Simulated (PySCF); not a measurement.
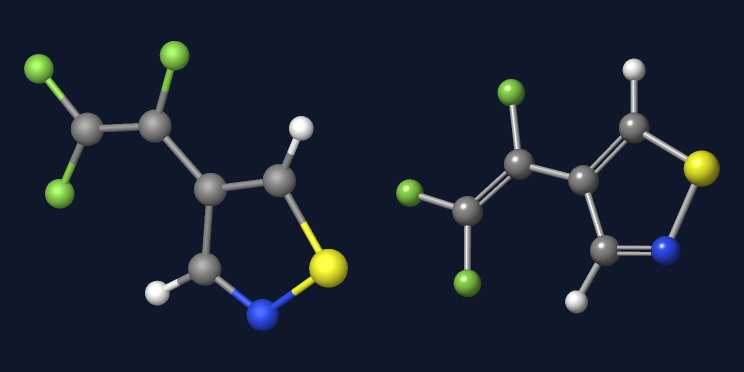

Two views of one molecule. Colours: fluorine green, carbon grey, nitrogen blue, sulfur yellow, hydrogen white.

The computed structure is the end point of a GFN2-xTB optimisation. No frequency run is at hand to confirm it as a minimum.

Description:

Formula C₅H₂F₃NS. SMILES: `FC(F)=C(F)c1cnsc1`. Independent rings (smallest set): 1 of 5 members, 1 of them aromatic. Among its groups: alkene, C–F bond. This geometry has Cs symmetry. All atoms lie on one plane. Coordination: 5 C trigonal planar; 1 N bent; 1 S bent.

The parts below concern this one geometry. Atoms keep their numbers from picture to picture.

**Dipole moment**

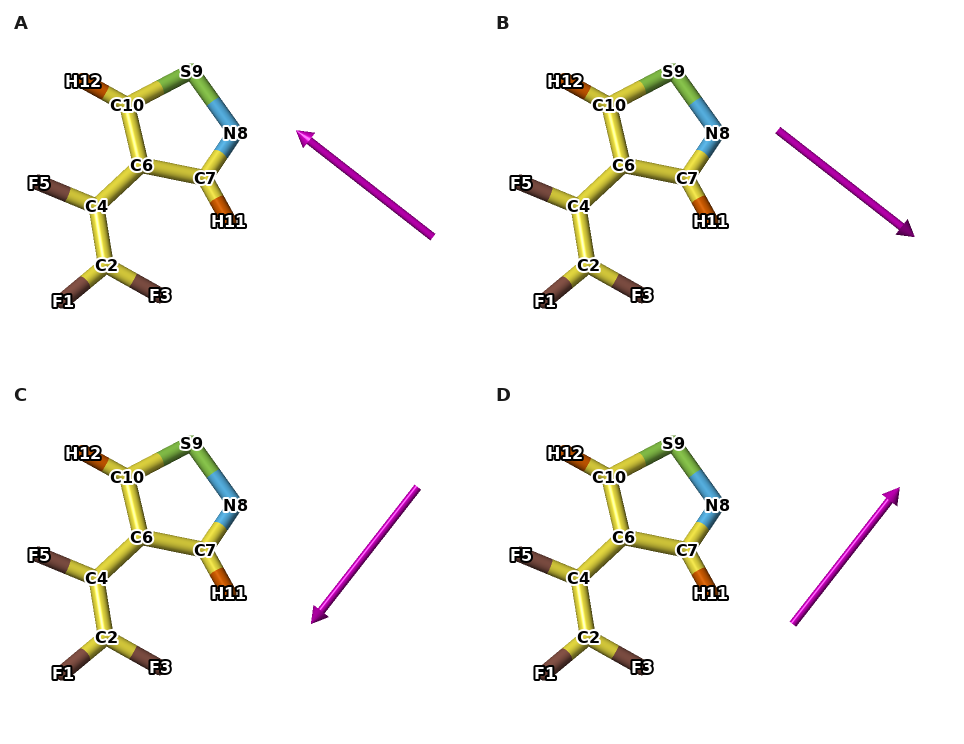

The same molecule four times, each with an arrow. No frequency run is at hand to confirm it as a minimum. Level of theory: PBE0/pcSseg-1, gas phase (PySCF 2.14.0).

**Which arrow points along the dipole moment, from the negative to the positive end?**

A. The dipole moment is 1.05 D; it points from the side of H11 to the side of H12 (the outermost atoms at the two ends).

**Polarisability**

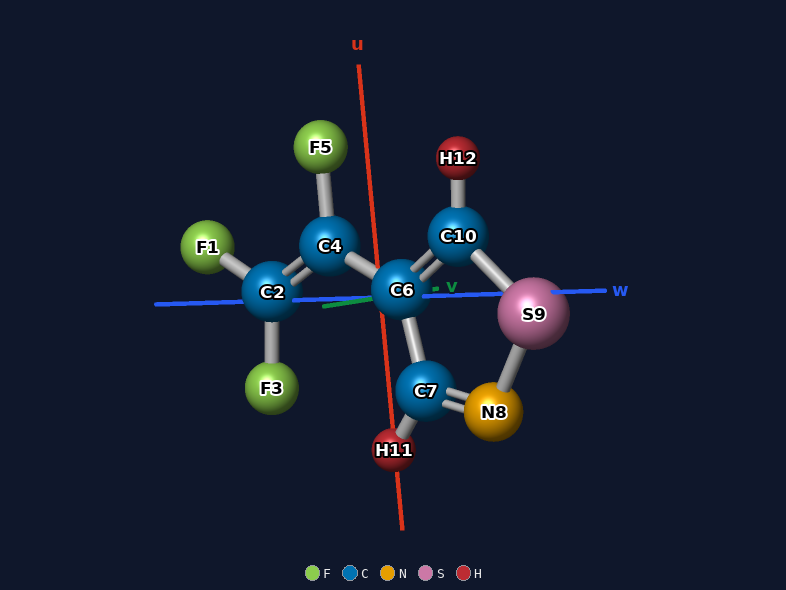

The lines u, v and w are the principal axes of the static dipole polarisability. No frequency run is at hand to confirm it as a minimum. Level of theory: PBE0/def2-SVPD (PySCF 2.14.0).

**Along which axis is the molecule most polarisable, and along which least?**

Most along w (in the molecular plane, close to the long direction F1···S9), least along v (normal to the molecular plane).

**Give the three principal values.**

u 80.4, v 50.5, w 129.4 bohr³; mean 86.8, anisotropy 69.0 bohr³.

**Excitation**

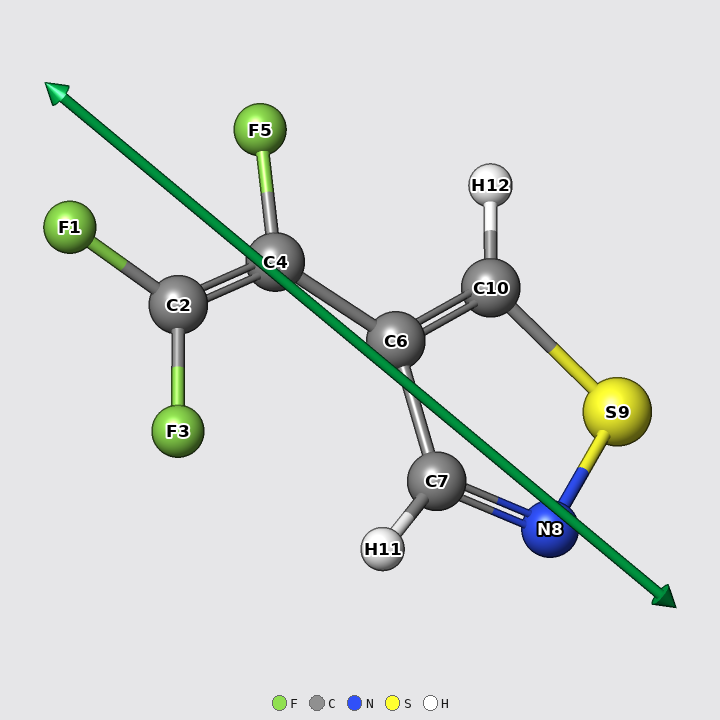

The double arrow shows the direction of the transition dipole to excited singlet state 5 (its length means nothing). No frequency run is at hand to confirm it as a minimum. Level of theory: TDDFT PBE0/def2-SVPD, vertical, gas phase, core orbitals frozen in the response (PySCF 2.14.0).

**How is the transition polarised?**

In the molecular plane, nearly parallel to the F1–C2 bond.

**Give its energy, strength and character.**

6.04 eV (205 nm), oscillator strength 0.13, mainly HOMO−1 → LUMO (weight 0.78); transition dipole 2.34 D.

**Quadrupole coupling**

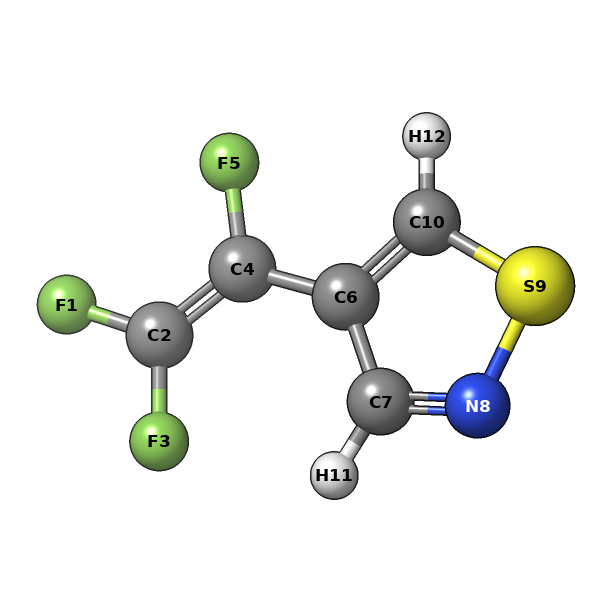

No frequency run is at hand to confirm it as a minimum. Electric field gradients from the ground-state density, PBE0/pcSseg-1 (PySCF 2.14.0), non-relativistic apart from any core potentials.

Give the largest field-gradient component, the quadrupole coupling constant and the asymmetry for 14N at N8 (Q = 20.44 mb), 33S at S9 (Q = −67.81 mb), 2H at H11 (Q = 2.86 mb), 2H at H12 (Q = 2.86 mb).

```
atom  V_zz (a.u.)  e²qQ/h (MHz)     η
  N8       −0.995         −4.78  0.28
  S9        2.201         −35.1  0.46
 H11        0.331         0.223  0.06
 H12        0.345         0.232  0.07
```
